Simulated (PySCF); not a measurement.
**SiO2 (silicon dioxide molecule) at CCSDT/STO-3G**

What is the vertical ionisation energy of SiO2 (silicon dioxide molecule) at CCSDT/STO-3G? 

The calculation is run with PySCF 2.14.0.

7 further runs of the same task are left out: 7 set aside as unsound or not needed.

### 1 Starting point

The species is SiO2 (3 atoms), meant as a singlet with charge 0. As SMILES, `O=[Si]=O`. Geometry: relaxed at PBE0-D4/def2-TZVP.

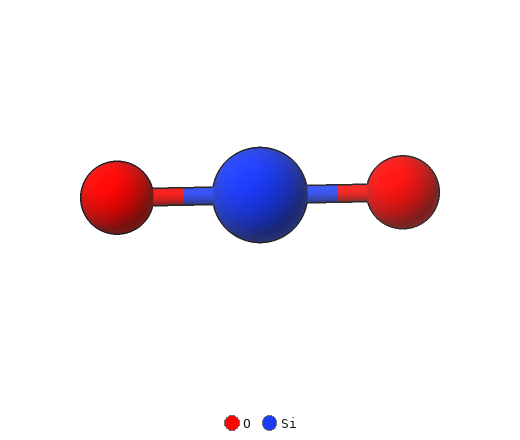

The structure, seen from a chosen angle (oxygen red, silicon blue).

### 2 The energy at CCSDT/STO-3G

Contents of calc.py:

```python
# O=[Si]=O
from pyscf import gto, cc

system = gto.M(
    atom='O 0.697730 1.229600 0.518760; Si -0.000010 0.000000 -0.000000; O -0.697730 -1.229610 -0.518760',
    verbose=3,
    spin=0,
    basis='sto-3g',
    max_memory=1860,
)

mf = system.RHF()
mf.conv_tol = 1e-10
mf.kernel()
if not mf.converged:
    mf = mf.newton().run(mf.mo_coeff, mf.mo_occ)

mycc = cc.CCSDT(mf, frozen=7)
mycc.kernel()
e_final = mycc.e_tot
print('E = %.10f Eh' % e_final)
```

Command:

```console
$ OMP_NUM_THREADS=1 python calc.py
```

The log of the run:

```text
converged SCF energy = -433.136469636082
_make_eris_incore_RCCSDT

WARN: A large `blksize` is being used, which may cause large memory consumption
      for storing contraction intermediates. If memory is sufficient, consider using
      `pyscf.cc.rccsdt_highm.RCCSDT` instead.

RCCSDT converged
E(RCCSDT) = -433.3629438969205   E_corr = -0.2264742608382457
E_corr(same-spin) = -0.0577229458975597
E_corr(oppo-spin) = -0.168751314940686
E = -433.3629438969 Eh
```

It took 1.4 s on 1 thread of Arm Neoverse V1, shared host; peak memory 0.12 GiB.

### 3 The doublet cation at the same level

Contents of input.py:

```python
from pyscf import gto, scf, cc

mol = gto.Mole()
mol.atom = [
    ('O', (0.697730, 1.229600, 0.518760)),
    ('Si', (-0.000010, 0.000000, -0.000000)),
    ('O', (-0.697730, -1.229610, -0.518760)),
]
mol.max_memory = 1860
mol.spin = 1
mol.verbose = 4
mol.charge = 1
mol.basis = 'sto-3g'
mol.build()

myscf = scf.UHF(mol)
myscf.conv_tol = 1e-10
myscf.kernel()
if not myscf.converged:
    myscf = myscf.newton().run(myscf.mo_coeff, myscf.mo_occ)

mycc = cc.CCSDT(myscf, frozen=7)
mycc.kernel()
e_final = mycc.e_tot
print('E(%s) = %.9f' % ('CCSDT', e_final))
```

Command:

```console
$ OMP_NUM_THREADS=1 python input.py
```

The log of the run:

```text
PySCF version 2.14.0

[INPUT] num. atoms = 3
[INPUT] num. electrons = 29
[INPUT] charge = 1
[INPUT] spin (= nelec alpha-beta = 2S) = 1
[INPUT] symmetry False subgroup None
[INPUT] Mole.unit = angstrom
[INPUT] Symbol           X                Y                Z      unit          X                Y                Z       unit  Magmom
[INPUT]  1 O      0.697730000000   1.229600000000   0.518760000000 AA    1.318518608893   2.323607242765   0.980314324379 Bohr   0.0
[INPUT]  2 Si    -0.000010000000   0.000000000000   0.000000000000 AA   -0.000018897261   0.000000000000   0.000000000000 Bohr   0.0
[INPUT]  3 O     -0.697730000000  -1.229610000000  -0.518760000000 AA   -1.318518608893  -2.323626140026  -0.980314324379 Bohr   0.0

nuclear repulsion = 89.9564389905779
number of shells = 11
number of NR pGTOs = 57
number of NR cGTOs = 19
basis = sto-3g
ecp = {}

[... 19 lines left out ...]
WARN: beta  nocc = 14  HOMO -0.442110706951065 >= LUMO -0.442110706950755
[... 50 lines left out ...]
converged SCF energy = -432.956231074204  <S^2> = 1.2257953  2S+1 = 2.4296463
[... 17 lines left out ...]
WARN: A large `blksize_v_aaa` is being used, which may cause large memory consumption
[... 3 lines left out ...]
WARN: A large `blksize_v_aab` is being used, which may cause large memory consumption
[... 10 lines left out ...]
Init t2, MP2 energy = -0.110648437805988
[... 27 lines left out ...]
UCCSDT converged
[... 3 lines left out ...]
E(CCSDT) = -433.136556433
```

Run time: 2.5 s. Hardware: 1 thread of Arm Neoverse V1, shared host; peak memory 0.11 GiB.

### 4 Summary of results

Level: CCSDT/STO-3G, 7 core orbitals frozen.

```
                                                                  quantity          value
                                                singlet SiO2: total energy  -433.36294 Eh
                        singlet SiO2: dipole moment (Hartree–Fock density)         0.00 D
                         singlet SiO2: HOMO energy (Hartree–Fock orbitals)       -7.80 eV
                         singlet SiO2: LUMO energy (Hartree–Fock orbitals)        8.03 eV
                       singlet SiO2: HOMO–LUMO gap (Hartree–Fock orbitals)       15.84 eV
                 singlet SiO2: correlation energy (7 core orbitals frozen)     -226.5 mEh
                                               singlet SiO2: T1 diagnostic          0.038
                                              doublet cation: total energy  -433.13656 Eh
doublet cation: HOMO energy (Hartree–Fock orbitals) (highest over α and β)      -17.28 eV
 doublet cation: LUMO energy (Hartree–Fock orbitals) (lowest over α and β)       -2.57 eV
               doublet cation: correlation energy (7 core orbitals frozen)     -180.3 mEh
                         doublet cation: ⟨S²⟩ of the reference determinant          1.226
                                             doublet cation: T1 diagnostic          0.070
                        vertical ionisation energy (to the doublet cation)       6.160 eV
```

**Reading.** The vertical ionisation energy comes to 6.16 eV (142 kcal/mol). In a minimal basis such a difference can be off by several eV, whatever the method. The T1 diagnostic (singlet SiO2) of 0.038 is above the customary mark for such species, so a single reference may not serve. Mulliken charges (singlet SiO2) of the mean-field density run from -0.47 on O1 to +0.95 on Si2; they depend strongly on the basis. ⟨S²⟩ (doublet cation) is 1.23 where a pure doublet has 0.75: the reference is spin-contaminated. The T1 diagnostic (doublet cation) of 0.070 is above the customary mark for such species, so a single reference may not serve.
